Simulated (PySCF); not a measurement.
## A study: CH₇FN₂Si, SMILES `N[SiH](N)CF`

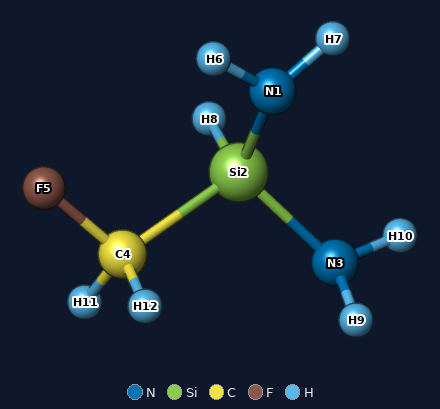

The molecule, with its atoms numbered as below. No frequency check shows the geometry to be a minimum.

Coordinates in Å:

```
N1       0.4288    1.6196    0.3240
Si2      0.5086    0.0421   -0.3728
N3       1.8121   -0.9328    0.1888
C4      -1.0908   -0.8042    0.2430
F5      -2.1972   -0.0321   -0.0686
H6      -0.4631    2.0893    0.3395
H7       1.1642    2.2858    0.1492
H8       0.6006   -0.0212   -1.8343
H9       1.8349   -1.2132    1.1559
H10      2.7438   -0.7107   -0.1187
H11     -1.2534   -1.7739   -0.2286
H12     -1.1135   -0.9385    1.3263
```

Part 1: Bonding charge

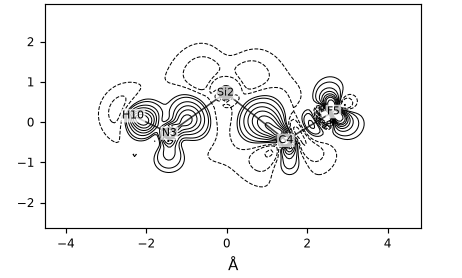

Deformation density (molecule less spherical, spin-averaged free atoms) in the plane of Si2, N3, C4, F5 and H10; contours at ±0.05 to ±0.8 e/Å³; solid lines: gain, dashed lines: loss.

PySCF calculation, HF/6-311G**, gas phase; geometry: GFN2-xTB.

Q: How much density has each bond in this plane gained at its critical point, relative to the free atoms?

A: N3–H10: +0.73 e/Å³ at the bond critical point (bond length 1.01 Å, Mayer order 0.9). Si2–C4: +0.21 e/Å³ at the bond critical point (bond length 1.91 Å, Mayer order 0.9). Si2–N3: +0.14 e/Å³ at the bond critical point (bond length 1.72 Å, Mayer order 1.0). C4–F5: −0.17 e/Å³ at the bond critical point (bond length 1.39 Å, Mayer order 0.8); up to 0.6 Å beside the axis the gain reaches +0.22 e/Å³. In all, 2.9 electrons gather in the regions of gain relative to the promolecule. A small or negative value marks a very polar bond, one between electron-rich atoms, whose free-atom densities already overlap strongly, a long bond to a heavier atom, or a closed-shell contact such as a hydrogen bond.

Part 2: Bond critical points

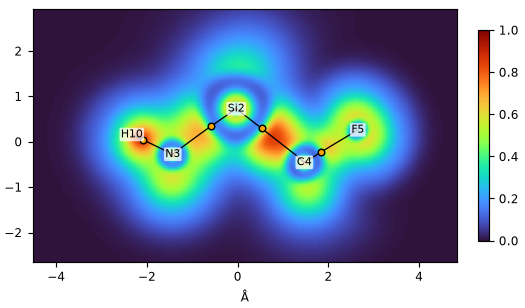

Localised orbital locator (LOL) in the plane of Si2, N3, C4, F5 and H10, with bond paths and bond critical points (dots).

Q: What values does LOL take at the bond critical points in this plane?

A: N3–H10: about 0.89; Si2–C4: about 0.37; C4–F5: about 0.36; Si2–N3: about 0.29. Values above 0.5 mark slow, localised electrons, as in shared pairs; low values at a critical point mark a polar or closed-shell contact whose critical point lies between the shells.

Q: Where along N3–H10 does the critical point lie?

A: 0.74 Å from N3 and 0.27 Å from H10.

Part 3: Local ionisation energy

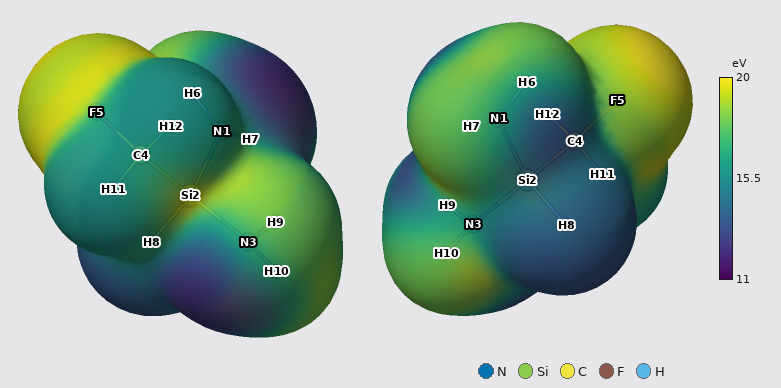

Average local ionisation energy on the surface of electron density 0.001 a.u. (back view left, front view right).

Q: Locate the minima of the map.

A: The lowest value is 11.9 eV, 2.0 Å from N1. Further minima include 13.1 eV, about equally far (2.0 Å) from N1, H6 and H7; 13.3 eV, 1.5 Å from H8; 15.5 eV, 1.4 Å from H11. For comparison, the highest occupied orbital lies at −10.9 eV.

Q: What volume does the surface enclose, and what is the dipole moment?

A: About 118 Å³; the dipole moment is 2.6 D.

Part 4: Removing or adding an electron

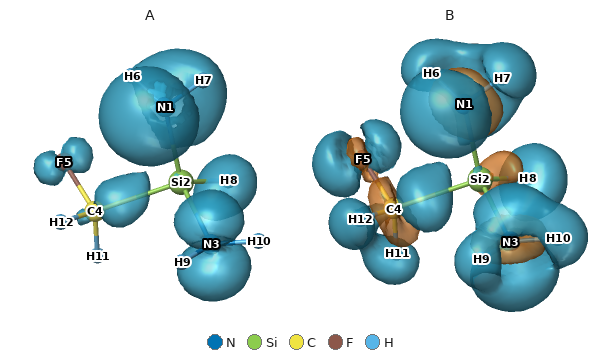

The Fukui function f⁻ from two separate SCF calculations and the density of the HOMO, at ±0.015 e/Å³ (light blue positive, orange negative).

Computed with PySCF, BLYP/6-31+G*, geometry: GFN2-xTB.

Q: Which panel is which, and how good is the frozen-orbital picture?

A: B is f⁻ (it has negative regions), A the HOMO density. The HOMO lies on N1 (52 %), N3 (15 %) and Si2 (11 %); f⁻ (Hirshfeld-condensed) is largest on N1 (0.18), N3 (0.15) and Si2 (0.13); the vertical ionisation energy is 8.81 eV. Relaxation shifts 34 % of the electron between atoms. The orbital energy is −5.77 eV.

Part 5: Stretching a bond

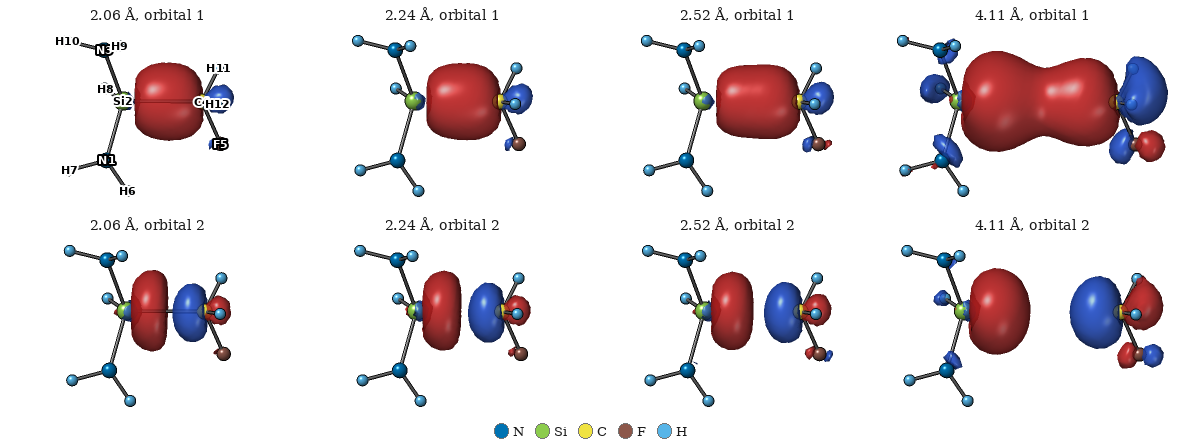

Rigid stretch of the Si2–C4 bond. The two CASSCF(2,2) natural orbitals nearest half filling (orbital 1 the more occupied).

Computed with PySCF, 6-31+G* basis, geometry: GFN2-xTB.

Q: How do the occupations change along the stretch?

A: 2.06 Å: 1.97 and 0.03; 2.24 Å: 1.96 and 0.04; 2.52 Å: 1.92 and 0.08; 4.11 Å: 1.30 and 0.70. At the longest distance computed (5.24 Å) they are 1.08 and 0.92, and the effective number of unpaired electrons is 2.0.

Q: Where does the UHF solution part from RHF?

A: Between 2.52 Å (⟨S²⟩ = 0, the two coincide) and 2.90 Å (⟨S²⟩ = 0.57); at 5.24 Å ⟨S²⟩ is 1.01 and UHF lies 4.1 eV below RHF.

Q: How much energy does the stretch cost?

A: By CASSCF, 3.7 eV from the lowest point of the scan (1.87 Å) to 5.24 Å; RHF gives 7.3 eV from its own lowest point. The fragments aren't relaxed and dynamic correlation is missing, so this isn't a bond dissociation energy.
